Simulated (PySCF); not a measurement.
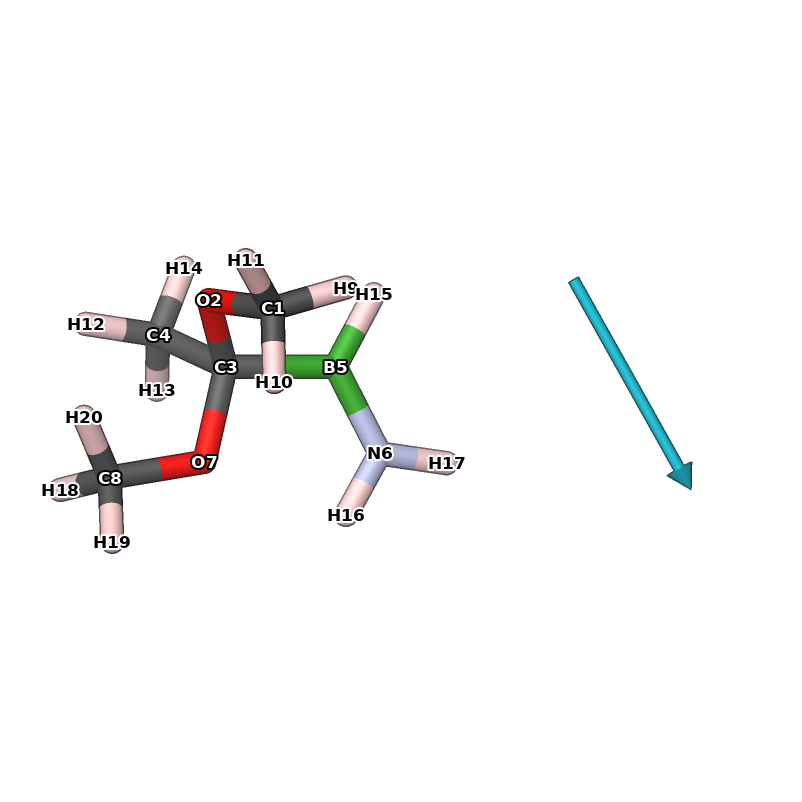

The arrow beside the molecule shows the direction of the dipole moment, from the negative to the positive end (its length means nothing). The geometry was computed by an optimisation with GFN2-xTB. No frequency run is at hand to confirm it as a minimum. Properties computed with PBE0/pcSseg-1, gas phase (PySCF 2.14.0).

**Estimate the dipole moment.**

1.76 D; it points from the side of H11, H12, H14 to the side of H16, H17 (the outermost atoms at the two ends).

The geometry is semi-empirical. Around B such bond lengths and angles can be off by a tenth of an ångström or more and by several degrees, and values that hang on the shape move with them.
